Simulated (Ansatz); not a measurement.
# MP2/STO-3G run of SiNH2Cl (SMILES N[Si]Cl)

Aim: the energy change on altering one bond length of SiNH2Cl at MP2/STO-3G, from 2 runs. 

Program for the calculation: Ansatz 0.2.0.

66 further runs of the same task are left out: 66 set aside as unsound or not needed.

**1. The structure to begin with**

SiNH2Cl: 5 atoms, total charge 0, spin state singlet. SMILES: `N[Si]Cl`. Geometry: relaxed at PBE0-D4/def2-TZVP. This is one conformer, not always the lowest.

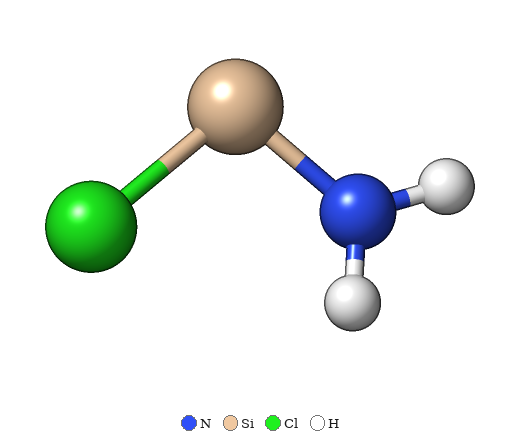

Viewed from a chosen angle; nitrogen blue, silicon light orange, chlorine green, hydrogen white.

**2. The energy at MP2/STO-3G**

Input file input.yaml:

```yaml
crystal:
  periodic: [false, false, false]
  atoms:
    - {symbol: "N", position_ang: [-0.148200, 0.583400, -0.233900]}
    - {symbol: Si, position_ang: [-0.116200, -0.341800, 1.192600]}
    - {symbol: Cl, position_ang: [0.649000, -2.124500, 0.377300]}
    - {symbol: H, position_ang: [-0.473300, 1.538600, -0.227400]}
    - {symbol: H, position_ang: [0.138600, 0.270600, -1.150000]}
basis:
  gaussian: {orbitals: STO-3G}
correlation: {method: mp2, frozen_orbitals: {Cl: 5, H: 0, "N": 1, Si: 5}}
accuracy: high
```

Launch:

```sh
ansatz run input.yaml --threads 1 --pin off --max-ram 2610MiB --events-out events.jsonl --progress --plain --runs-dir runs
```

Log:

```text
Warning: RAYON_NUM_THREADS=1 ignored (pool sized by the plan → 1); use --threads N
Functional definition: HF
  name "HF"
  exchange = exact_x
  correlation = 0
457 factors; integrals over basis functions are off by at most 1.2e-8 eV
mean field evaluation 1: about -21635.7875 eV, gradient 1.5e1 eV
mean field evaluation 2: about -21635.8553 eV, gradient 1.5e1 eV
mean field evaluation 4: about -21636.8849 eV, gradient 1.2e0 eV
mean field evaluation 8: about -21636.8924 eV, gradient 2.4e-2 eV
mean field -21636.89237449 eV, -795.1411287501 hartree, gradient 2.4e-8 eV, S^2 0.000000; 0 other end points of the search recorded, 0 dependent functions left out
11 core orbitals not correlated: weight in the atoms' cores, before any rotation towards them, 1.000 or more for the frozen orbitals, at most 0.000 for the correlated occupied ones
reference -21636.89237449 eV, -795.1411287501 hartree; 9, 9 occupied and 5, 5 virtual orbitals, 457 factors
second order -2.26873466 eV of doubles, -0.00000000 eV of singles
Total energy: -21639.16110915 eV, -795.2245032111 hartree
```

Run time: 0.22 s. Hardware: 1 thread of Arm Neoverse V1, shared host.

**3. The distorted shape**

Input file input.yaml:

```yaml
crystal:
  periodic: [false, false, false]
  atoms:
    - {symbol: N, position_ang: [-0.066921, 0.344587, -0.235525]}
    - {symbol: Si, position_ang: [-0.034921, -0.580613, 1.190975]}
    - {symbol: Cl, position_ang: [0.730279, -2.363313, 0.375675]}
    - {symbol: H, position_ang: [-0.473300, 1.538600, -0.227400]}
    - {symbol: H, position_ang: [0.219879, 0.031787, -1.151625]}
basis:
  gaussian: {orbitals: STO-3G}
correlation: {method: mp2, frozen_orbitals: {Cl: 5, H: 0, "N": 1, Si: 5}}
accuracy: high
```

Launch:

```sh
ansatz run input.yaml --threads 1 --pin off --max-ram 2610MiB --events-out events.jsonl --progress --plain --runs-dir runs
```

Log:

```text
Warning: RAYON_NUM_THREADS=1 ignored (pool sized by the plan → 1); use --threads N
[... 4 set-up lines as earlier in the session ...]
456 factors; integrals over basis functions are off by at most 1.9e-8 eV
mean field evaluation 1: about -21634.5421 eV, gradient 1.5e1 eV
mean field evaluation 2: about -21634.6047 eV, gradient 1.5e1 eV
mean field evaluation 4: about -21635.7009 eV, gradient 1.4e0 eV
mean field evaluation 8: about -21635.7120 eV, gradient 3.0e-2 eV
mean field -21635.71200716 eV, -795.0977510509 hartree, gradient 2.9e-8 eV, S^2 0.000000; 0 other end points of the search recorded, 0 dependent functions left out
11 core orbitals not correlated: weight in the atoms' cores, before any rotation towards them, 1.000 or more for the frozen orbitals, at most 0.000 for the correlated occupied ones
reference -21635.71200716 eV, -795.0977510509 hartree; 9, 9 occupied and 5, 5 virtual orbitals, 456 factors
second order -2.57587222 eV of doubles, -0.00000000 eV of singles
Total energy: -21638.28787939 eV, -795.1924126091 hartree
```

Wall time 0.22 s (1 thread of Arm Neoverse V1, shared host).

**4. Outcome**

At MP2/STO-3G, 11 core orbitals frozen:

| quantity | value |
| --- | --- |
| first shape: total energy | -795.22450 Eh |
| first shape: correlation energy (11 core orbitals frozen) | -83.4 mEh |
| distorted shape: total energy | -795.19241 Eh |
| distorted shape: correlation energy (11 core orbitals frozen) | -94.7 mEh |
| energy change with the N1–H4 bond stretched from 1.009 to 1.261 Å | 0.873 eV |

**Reading.** With the N1–H4 bond stretched from 1.009 to 1.261 Å the energy rises by 0.87 eV (20.1 kcal/mol). The first shape isn't relaxed at this level, so the change isn't measured from a minimum. The minimal basis adds a large error of its own.
